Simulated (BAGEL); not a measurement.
# A workflow on CH3BFNO (SMILES NC1(F)BO1)

We compute a single-point energy (HF/def2-SVP), then a single-point energy (NEVPT2(2,2)/def2-SVP), then a single-point energy (CASPT2(2,2)/def2-SVP) of CH3BFNO. 

The results are computed with BAGEL 1.2.2.

2 further runs of the same task are left out: 2 set aside as unsound or not needed.

### Step 1. Starting point

CH3BFNO has 8 atoms, charge 0, and is taken as a singlet. SMILES: `NC1(F)BO1`. The C2–F3 distance was set to 2.196 Å, away from the relaxed value. At this shape a bond of the SMILES string is far longer than usual.

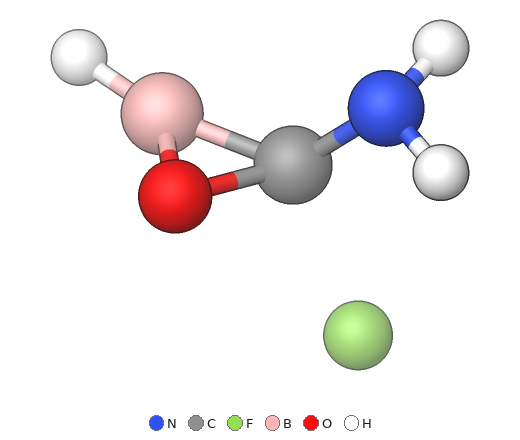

The structure, seen from a chosen angle (nitrogen blue, carbon grey, fluorine green, boron pink, oxygen red, hydrogen white).

### Step 2. The energy at HF/def2-SVP (density fitting with svp-jkfit) (run 1)

Input file hf.json:

```json
{ "bagel" : [

{
  "title" : "molecule",
  "basis" : "svp",
  "df_basis" : "svp-jkfit",
  "geometry" : [
    { "atom" : "N", "xyz" : [ -0.89157279,  2.25123073,  1.90071866 ] },
    { "atom" : "C", "xyz" : [  0.02513336, -0.03458199,  1.00461053 ] },
    { "atom" : "F", "xyz" : [  0.23073556, -0.25076666, -3.13373283 ] },
    { "atom" : "B", "xyz" : [  0.56087071, -2.38918074,  2.52527315 ] },
    { "atom" : "O", "xyz" : [  2.46817129, -0.81277121,  2.03432230 ] },
    { "atom" : "H", "xyz" : [ -2.79736158,  2.29223779,  1.95136332 ] },
    { "atom" : "H", "xyz" : [ -0.21939720,  3.75016149,  0.91654930 ] },
    { "atom" : "H", "xyz" : [  0.25775864, -4.34674803,  3.55857539 ] }
  ]
},
{
  "title" : "hf"
},
{
  "title" : "print",
  "file" : "orbitals.molden",
  "orbitals" : "true"
}

]}
```

Run with:

```bash
$ BAGEL_NUM_THREADS=1 BAGEL hf.json > hf.out
```

The log of the run:

```text
* using 1 threads per process

  ===============================================================
  ===============================================================

  *** Geometry ***

  { "atom" : "N", "xyz" : [     -0.891573,      2.251231,      1.900719 ] },
  { "atom" : "C", "xyz" : [      0.025133,     -0.034582,      1.004611 ] },
  { "atom" : "F", "xyz" : [      0.230736,     -0.250767,     -3.133733 ] },
  { "atom" : "B", "xyz" : [      0.560871,     -2.389181,      2.525273 ] },
  { "atom" : "O", "xyz" : [      2.468171,     -0.812771,      2.034322 ] },
  { "atom" : "H", "xyz" : [     -2.797362,      2.292238,      1.951363 ] },
  { "atom" : "H", "xyz" : [     -0.219397,      3.750161,      0.916549 ] },
  { "atom" : "H", "xyz" : [      0.257759,     -4.346748,      3.558575 ] },

  Number of auxiliary basis functions:      435

  Since a DF basis is specified, we compute 2- and 3-index integrals:
    o Being stored without compression. Storage requirement is 0.025 GB

  Number of basis functions:       85
  Number of electrons      :       38

    * METHOD: MOLECULE                             0.19

  *** RHF ***

  === Nuclear Repulsion ===
   149.2390270084

      * DIIS with orbital gradients will be used.

  === RHF iteration (svp) ===
      0       -292.30420259          0.02234611           0.05
      1       -292.43750284          0.02024426           0.04
      2       -292.65602053          0.00277244           0.05
      3       -292.66189208          0.00133202           0.05
      4       -292.66341007          0.00043343           0.05
      5       -292.66372909          0.00025247           0.04
      6       -292.66382285          0.00011742           0.04
      7       -292.66385360          0.00003793           0.05
      8       -292.66385551          0.00002120           0.04
      9       -292.66385604          0.00001077           0.04
     10       -292.66385626          0.00000576           0.04
     11       -292.66385630          0.00000206           0.04
     12       -292.66385630          0.00000135           0.04
     13       -292.66385631          0.00000062           0.05
     14       -292.66385631          0.00000026           0.05
     15       -292.66385631          0.00000015           0.05
     16       -292.66385631          0.00000009           0.04
     17       -292.66385631          0.00000004           0.04
     18       -292.66385631          0.00000002           0.04
     19       -292.66385631          0.00000001           0.04
     20       -292.66385631          0.00000000           0.04
    * SCF iteration converged.

    * Permanent dipole moment:
           (    0.941405,    -0.283001,    -2.309788) a.u.

    * METHOD: HF                                   1.10

    * METHOD: PRINT                                0.02

  ===============================================================
```

Wall time 1.4 s (1 thread of Arm Neoverse V1, shared host); peak memory 0.15 GiB.

### Step 3. A single-point energy at NEVPT2(2,2)/def2-SVP (density fitting with svp-jkfit) (run 2)

Input file job.json:

```json
{ "bagel": [

{
  "title": "molecule",
  "basis": "svp",
  "df_basis": "svp-jkfit",
  "angstrom": false,
  "geometry": [
    { "atom": "N", "xyz": [    -0.89157279,     2.25123073,     1.90071866 ] },
    { "atom": "C", "xyz": [     0.02513336,    -0.03458199,     1.00461053 ] },
    { "atom": "F", "xyz": [     0.23073556,    -0.25076666,    -3.13373283 ] },
    { "atom": "B", "xyz": [     0.56087071,    -2.38918074,     2.52527315 ] },
    { "atom": "O", "xyz": [     2.46817129,    -0.81277121,     2.03432230 ] },
    { "atom": "H", "xyz": [    -2.79736158,     2.29223779,     1.95136332 ] },
    { "atom": "H", "xyz": [    -0.21939720,     3.75016149,     0.91654930 ] },
    { "atom": "H", "xyz": [     0.25775864,    -4.34674803,     3.55857539 ] }
  ]
},

{ "title": "hf" },

{ "title": "nevpt2", "nstate": 1, "nact": 2, "nclosed": 18, "active": [19, 20], "maxiter": 200, "natocc": true, "ncore": 5 },

{ "title": "print", "file": "orbitals.molden", "orbitals": true }

]}
```

Run with:

```bash
$ BAGEL_NUM_THREADS=1 BAGEL job.json > job.out
```

The log of the run:

```text
* using 1 threads per process

  ===============================================================
  ===============================================================

  *** Geometry ***

  { "atom" : "N", "xyz" : [     -0.891573,      2.251231,      1.900719 ] },
  { "atom" : "C", "xyz" : [      0.025133,     -0.034582,      1.004611 ] },
  { "atom" : "F", "xyz" : [      0.230736,     -0.250767,     -3.133733 ] },
  { "atom" : "B", "xyz" : [      0.560871,     -2.389181,      2.525273 ] },
  { "atom" : "O", "xyz" : [      2.468171,     -0.812771,      2.034322 ] },
  { "atom" : "H", "xyz" : [     -2.797362,      2.292238,      1.951363 ] },
  { "atom" : "H", "xyz" : [     -0.219397,      3.750161,      0.916549 ] },
  { "atom" : "H", "xyz" : [      0.257759,     -4.346748,      3.558575 ] },

  Number of auxiliary basis functions:      435

  Since a DF basis is specified, we compute 2- and 3-index integrals:
    o Being stored without compression. Storage requirement is 0.025 GB

  Number of basis functions:       85
  Number of electrons      :       38

    * METHOD: MOLECULE                             0.19

  *** RHF ***

  === Nuclear Repulsion ===
   149.2390270084

      * DIIS with orbital gradients will be used.

  === RHF iteration (svp) ===
      0       -292.30420259          0.02234611           0.05
      1       -292.43750284          0.02024426           0.05
      2       -292.65602053          0.00277244           0.05
      3       -292.66189208          0.00133202           0.05
      4       -292.66341007          0.00043343           0.05
      5       -292.66372909          0.00025247           0.05
      6       -292.66382285          0.00011742           0.05
      7       -292.66385360          0.00003793           0.05
      8       -292.66385551          0.00002120           0.05
      9       -292.66385604          0.00001077           0.05
     10       -292.66385626          0.00000576           0.05
     11       -292.66385630          0.00000206           0.05
     12       -292.66385630          0.00000135           0.05
     13       -292.66385631          0.00000062           0.05
     14       -292.66385631          0.00000026           0.05
     15       -292.66385631          0.00000015           0.05
     16       -292.66385631          0.00000009           0.05
     17       -292.66385631          0.00000004           0.05
     18       -292.66385631          0.00000002           0.05
     19       -292.66385631          0.00000001           0.05
     20       -292.66385631          0.00000000           0.05
    * SCF iteration converged.

    * Permanent dipole moment:
           (    0.941405,    -0.283001,    -2.309788) a.u.

    * METHOD: HF                                   1.13

    * freezing 5 orbitals
  ---------------------------
      CASSCF calculation
  ---------------------------

    ==== Active orbitals : =====
         Orbital 19
         Orbital 20
    ============================

    * nstate   :      1
    * nclosed  :     18
    * nact     :      2
    * nvirt    :     65
  === CASSCF iteration (svp) ===

    * Using the second-order algorithm

      0  0      -292.67376827     4.06e-03      0.02

      1  0      -292.69502229     3.86e-03      0.26

      2  0      -292.70803953     3.19e-03      0.35

      3  0      -292.71207108     3.06e-03      0.34

      4  0      -292.71403487     2.20e-03      0.31

      5  0      -292.71492135     1.43e-03      0.34

      6  0      -292.71528148     8.82e-04      0.34

      7  0      -292.71541737     5.31e-04      0.34

      8  0      -292.71546627     3.15e-04      0.34

      9  0      -292.71548336     1.85e-04      0.34

     10  0      -292.71548923     1.08e-04      0.35

     11  0      -292.71549123     6.26e-05      0.35

     12  0      -292.71549190     3.63e-05      0.34

     13  0      -292.71549213     2.11e-05      0.33

     14  0      -292.71549220     1.22e-05      0.33

     15  0      -292.71549223     7.06e-06      0.33

     16  0      -292.71549224     4.09e-06      0.33

     17  0      -292.71549224     2.37e-06      0.33

     18  0      -292.71549224     1.37e-06      0.31

     19  0      -292.71549224     7.93e-07      0.31

     20  0      -292.71549224     4.59e-07      0.30

     21  0      -292.71549224     2.65e-07      0.30

     22  0      -292.71549224     1.54e-07      0.28

     23  0      -292.71549224     8.89e-08      0.27

     24  0      -292.71549224     5.15e-08      0.26

     25  0      -292.71549224     2.98e-08      0.23

     26  0      -292.71549224     1.72e-08      0.21

     27  0      -292.71549224     9.96e-09      0.20

    * Second-order optimization converged. *

     guess   0:   closed 1.                   open ..

  === FCI iteration ===

      0  0      -292.64059594     1.17e-01      0.00
      1  0      -292.70210256     3.70e-02      0.00
      2  0 *    -292.71549224     4.42e-16      0.00

     * ci vector, state   0, <S^2> = 0.0000
       2.     0.9485228371
       .2    -0.3167087424

  === DF-NEVPT2 calculation ===

    * 3-index integral transformation done
    * assembly done

      NEVPT2 correlation energy:   -0.7136584381      0.22

          (+0)     -0.5731409058
          (+0)'    -0.0399788422
          (+1)     -0.0367043628
          (+1)'    -0.0000000000
          (+2)     -0.0014562179
          (-1)     -0.0597004937
          (-1)'     0.0000000000
          (-2)     -0.0026776158

      NEVPT2 total energy:       -293.4291506794

    * METHOD: NEVPT2                               8.78

    * METHOD: PRINT                                0.02

  ===============================================================
```

Run time: 11 s. Hardware: 1 thread of Arm Neoverse V1, shared host; peak memory 0.15 GiB.

### Step 4. A single-point energy at CASPT2(2,2)/def2-SVP (density fitting with svp-jkfit) (run 3)

Input file caspt2.json:

```json
{ "bagel": [

{
  "title": "molecule",
  "basis": "svp",
  "df_basis": "svp-jkfit",
  "angstrom": false,
  "geometry": [
    { "atom": "N", "xyz": [    -0.89157279,     2.25123073,     1.90071866 ] },
    { "atom": "C", "xyz": [     0.02513336,    -0.03458199,     1.00461053 ] },
    { "atom": "F", "xyz": [     0.23073556,    -0.25076666,    -3.13373283 ] },
    { "atom": "B", "xyz": [     0.56087071,    -2.38918074,     2.52527315 ] },
    { "atom": "O", "xyz": [     2.46817129,    -0.81277121,     2.03432230 ] },
    { "atom": "H", "xyz": [    -2.79736158,     2.29223779,     1.95136332 ] },
    { "atom": "H", "xyz": [    -0.21939720,     3.75016149,     0.91654930 ] },
    { "atom": "H", "xyz": [     0.25775864,    -4.34674803,     3.55857539 ] }
  ]
},

{
  "title": "hf"
},

{
  "title": "casscf",
  "nstate": 1,
  "nact": 2,
  "nclosed": 18,
  "active": [19, 20],
  "maxiter": 200,
  "natocc": true
},

{
  "title": "print",
  "file": "orbitals.molden",
  "orbitals": true
},

{
  "title": "smith",
  "method": "caspt2",
  "ms": true,
  "xms": true,
  "sssr": true,
  "shift": 0.2,
  "shift_imag": true,
  "ncore": 5
}

]}
```

Run with:

```bash
$ BAGEL_NUM_THREADS=1 BAGEL caspt2.json > caspt2.out
```

The log of the run:

```text
* using 1 threads per process

  ===============================================================
  ===============================================================

  *** Geometry ***

  { "atom" : "N", "xyz" : [     -0.891573,      2.251231,      1.900719 ] },
  { "atom" : "C", "xyz" : [      0.025133,     -0.034582,      1.004611 ] },
  { "atom" : "F", "xyz" : [      0.230736,     -0.250767,     -3.133733 ] },
  { "atom" : "B", "xyz" : [      0.560871,     -2.389181,      2.525273 ] },
  { "atom" : "O", "xyz" : [      2.468171,     -0.812771,      2.034322 ] },
  { "atom" : "H", "xyz" : [     -2.797362,      2.292238,      1.951363 ] },
  { "atom" : "H", "xyz" : [     -0.219397,      3.750161,      0.916549 ] },
  { "atom" : "H", "xyz" : [      0.257759,     -4.346748,      3.558575 ] },

  Number of auxiliary basis functions:      435

  Since a DF basis is specified, we compute 2- and 3-index integrals:
    o Being stored without compression. Storage requirement is 0.025 GB

  Number of basis functions:       85
  Number of electrons      :       38

    * METHOD: MOLECULE                             0.19

  *** RHF ***

  === Nuclear Repulsion ===
   149.2390270084

      * DIIS with orbital gradients will be used.

  === RHF iteration (svp) ===
      0       -292.30420259          0.02234611           0.05
      1       -292.43750284          0.02024426           0.04
      2       -292.65602053          0.00277244           0.04
      3       -292.66189208          0.00133202           0.04
      4       -292.66341007          0.00043343           0.04
      5       -292.66372909          0.00025247           0.04
      6       -292.66382285          0.00011742           0.05
      7       -292.66385360          0.00003793           0.04
      8       -292.66385551          0.00002120           0.04
      9       -292.66385604          0.00001077           0.04
     10       -292.66385626          0.00000576           0.05
     11       -292.66385630          0.00000206           0.05
     12       -292.66385630          0.00000135           0.05
     13       -292.66385631          0.00000062           0.04
     14       -292.66385631          0.00000026           0.05
     15       -292.66385631          0.00000015           0.04
     16       -292.66385631          0.00000009           0.05
     17       -292.66385631          0.00000004           0.04
     18       -292.66385631          0.00000002           0.04
     19       -292.66385631          0.00000001           0.05
     20       -292.66385631          0.00000000           0.04
    * SCF iteration converged.

    * Permanent dipole moment:
           (    0.941405,    -0.283001,    -2.309788) a.u.

    * METHOD: HF                                   1.10

  ---------------------------
      CASSCF calculation
  ---------------------------

    ==== Active orbitals : =====
         Orbital 19
         Orbital 20
    ============================

    * nstate   :      1
    * nclosed  :     18
    * nact     :      2
    * nvirt    :     65
  === CASSCF iteration (svp) ===

    * Using the second-order algorithm

      0  0      -292.67376827     4.06e-03      0.02

      1  0      -292.69502229     3.86e-03      0.26

      2  0      -292.70803953     3.19e-03      0.34

      3  0      -292.71207108     3.06e-03      0.33

      4  0      -292.71403487     2.20e-03      0.31

      5  0      -292.71492135     1.43e-03      0.33

      6  0      -292.71528148     8.82e-04      0.33

      7  0      -292.71541737     5.31e-04      0.34

      8  0      -292.71546627     3.15e-04      0.34

      9  0      -292.71548336     1.85e-04      0.33

     10  0      -292.71548923     1.08e-04      0.34

     11  0      -292.71549123     6.26e-05      0.35

     12  0      -292.71549190     3.63e-05      0.34

     13  0      -292.71549213     2.11e-05      0.34

     14  0      -292.71549220     1.22e-05      0.34

     15  0      -292.71549223     7.06e-06      0.35

     16  0      -292.71549224     4.09e-06      0.35

     17  0      -292.71549224     2.37e-06      0.34

     18  0      -292.71549224     1.37e-06      0.31

     19  0      -292.71549224     7.93e-07      0.32

     20  0      -292.71549224     4.59e-07      0.31

     21  0      -292.71549224     2.65e-07      0.31

     22  0      -292.71549224     1.54e-07      0.29

     23  0      -292.71549224     8.89e-08      0.27

     24  0      -292.71549224     5.15e-08      0.27

     25  0      -292.71549224     2.98e-08      0.24

     26  0      -292.71549224     1.72e-08      0.22

     27  0      -292.71549224     9.96e-09      0.21

    * Second-order optimization converged. *

     guess   0:   closed 1.                   open ..

  === FCI iteration ===

      0  0      -292.64059594     1.17e-01      0.00
      1  0      -292.70210256     3.70e-02      0.00
      2  0 *    -292.71549224     4.42e-16      0.00

     * ci vector, state   0, <S^2> = 0.0000
       2.     0.9485228371
       .2    -0.3167087424

    * METHOD: CASSCF                               8.51

    * METHOD: PRINT                                0.02

  === SMITH program ===

    * freezing 5 orbitals

    * Approximate memory requirement for SMITH calulation per MPI process:
      o Storage requirement for T-amplitude, lambda, and residual is 0.03 GB
      o Storage requirement for MO integrals is 0.01 GB
    * Calculating and saving rdm4f

    * Zeroth order energy : state  0       -0.7760403767

    * CASPT2 iteration is performed using orthogonal basis

      -------------------------------------------  CASPT2 iteration  ---------------------------------------------------
       #      aibj      arbs      arbi      airj      risj      airs      arst      rist         Etot      error   time
      ------------------------------------------------------------------------------------------------------------------

       0  -0.57227  -0.00308  -0.06079  -0.04005  -0.00228  -0.03861  -0.00000  -0.00000   -0.7170686  0.0015962   0.12
       1  -0.57244  -0.00309  -0.06096  -0.04047  -0.00240  -0.03910  -0.00000  -0.00000   -0.7184654  0.0002215   0.10
       2  -0.57244  -0.00309  -0.06096  -0.04049  -0.00241  -0.03911  -0.00000  -0.00000   -0.7185005  0.0000419   0.11
       3  -0.57245  -0.00309  -0.06096  -0.04049  -0.00241  -0.03911   0.00000  -0.00000   -0.7185014  0.0000087   0.11
       4  -0.57245  -0.00309  -0.06096  -0.04049  -0.00241  -0.03911  -0.00000  -0.00000   -0.7185014  0.0000016   0.11
       5  -0.57245  -0.00309  -0.06096  -0.04049  -0.00241  -0.03911  -0.00000  -0.00000   -0.7185014  0.0000004   0.11

      ------------------------------------------------------------------------------------------------------------------

    * CASPT2 energy : state  0     -293.4370775129
        w/o shift correction       -293.4339936691
        reference weight              0.8252726119

    * METHOD: SMITH                                0.92

  ===============================================================
```

Wall time 11 s (1 thread of Arm Neoverse V1, shared host); peak memory 0.24 GiB.

### Step 5. Summary of results

| quantity | value |
| --- | --- |
| run 1, HF/def2-SVP: total energy | -292.66386 Eh |
| run 1, HF/def2-SVP: dipole moment | 6.38 D |
| run 1, HF/def2-SVP: HOMO energy | -11.40 eV |
| run 1, HF/def2-SVP: LUMO energy | 1.18 eV |
| run 1, HF/def2-SVP: HOMO–LUMO gap | 12.57 eV |
| run 2, NEVPT2(2,2)/def2-SVP: total energy | -293.42915 Eh |
| run 3, CASPT2(2,2)/def2-SVP: total energy | -293.43708 Eh |
